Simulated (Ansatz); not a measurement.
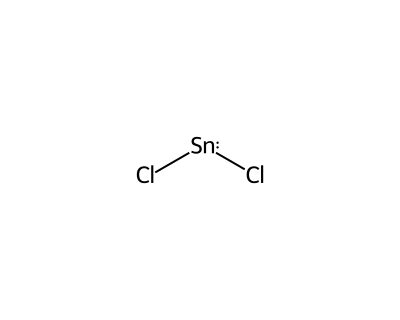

Give its SMILES.

[Cl][Sn][Cl]

What is the molecular formula?

SnCl2.

An optimisation with PBE0-D4/def2-TZVP gave a structure of which point group?

C2v.

The parts below concern this one geometry. Atoms keep their numbers from picture to picture. Computed geometry: PBE0-D4/def2-TZVP optimisation.

### Geometry

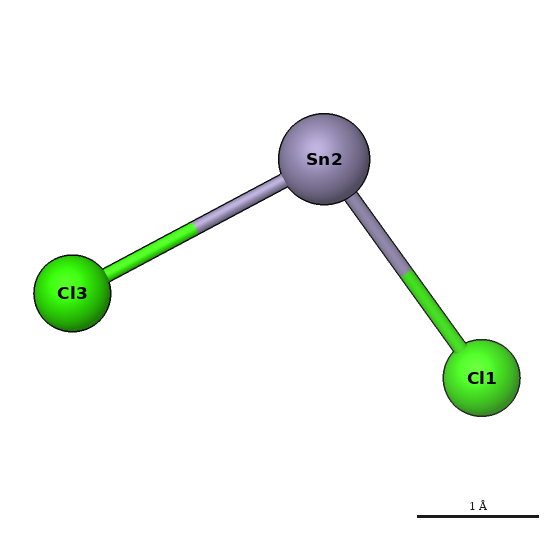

The atoms are numbered.

List the bonds and their lengths.

| bond | length (Å) |
| --- | --- |
| Cl1–Sn2 | 2.363 |
| Sn2–Cl3 | 2.363 |

### Charges

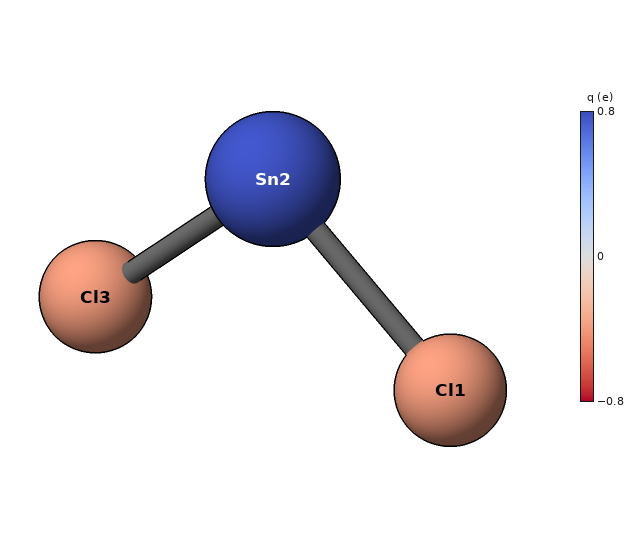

Atoms are coloured by their Mulliken charges. Method: RKS r2SCAN-D4/def2-TZVPP, core potentials on Sn (Ansatz 0.2.0).

Give the Mulliken charges atom by atom.

```
atom  value (e)
 Cl1      −0.38
 Sn2       0.77
 Cl3      −0.38
```

### Electronic properties

Properties computed with RKS ωB97M-V/def2-SVP, core potentials on Sn (Ansatz 0.2.0).

Computed properties:

- HOMO energy (Kohn–Sham orbital): −9.81 eV
- LUMO energy (Kohn–Sham orbital): −1.15 eV
- HOMO–LUMO gap: 8.66 eV

### Dipole moment

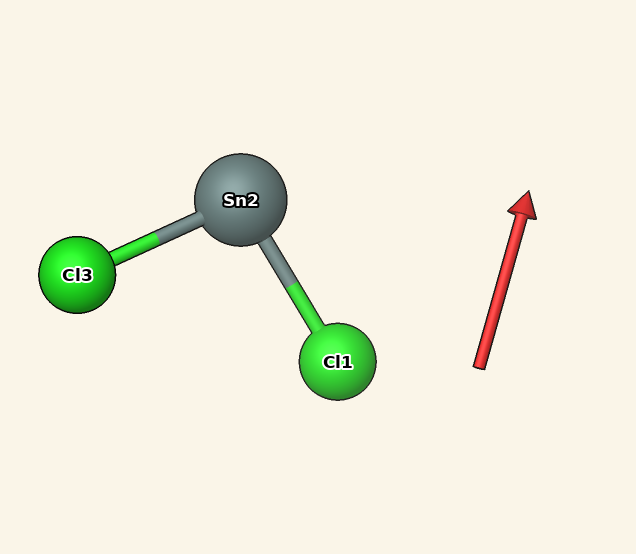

The arrow beside the molecule shows the direction of the dipole moment, from the negative to the positive end (its length means nothing). Method: RKS ωB97M-V/def2-TZVPP, core potentials on Sn (Ansatz 0.2.0).

How large is the dipole moment?

3.29 D; it points from the side of Cl1, Cl3 to the side of Sn2 (the outermost atoms at the two ends).

Mulliken values depend strongly on the basis set and can even reverse the polarity of a bond.
